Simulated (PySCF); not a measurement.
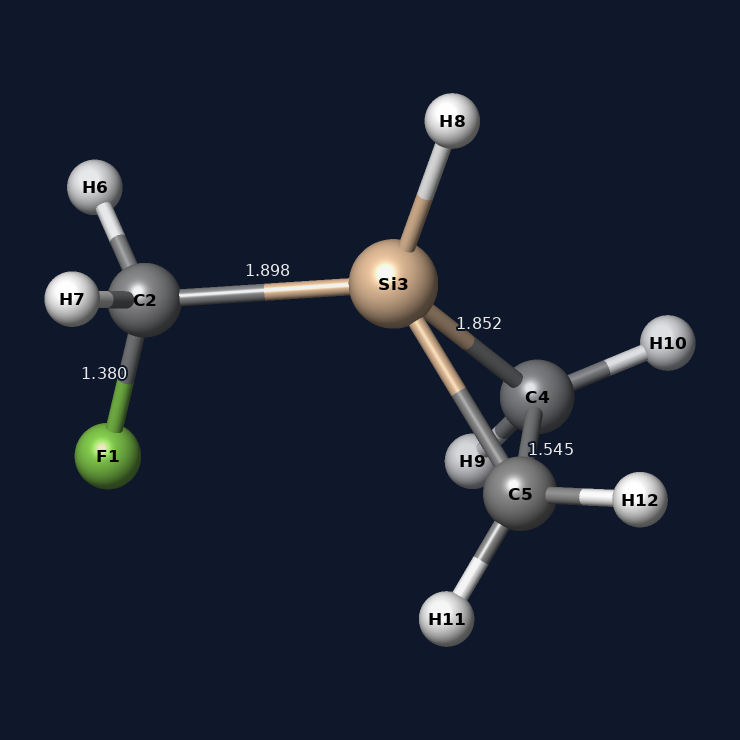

The numbers beside the sticks are distances in Å. Sticks don't show bond order. Computed geometry: PBE0-D3(BJ)/def2-SVP optimisation. No frequency run is at hand to confirm it as a minimum.

Q: Which of the marked bonds are single, double, triple or aromatic?

A: F1–C2 single; C2–Si3 single; Si3–C4 single; C4–C5 single.

Q: Give the structure as SMILES.

A: FC[SiH]1CC1
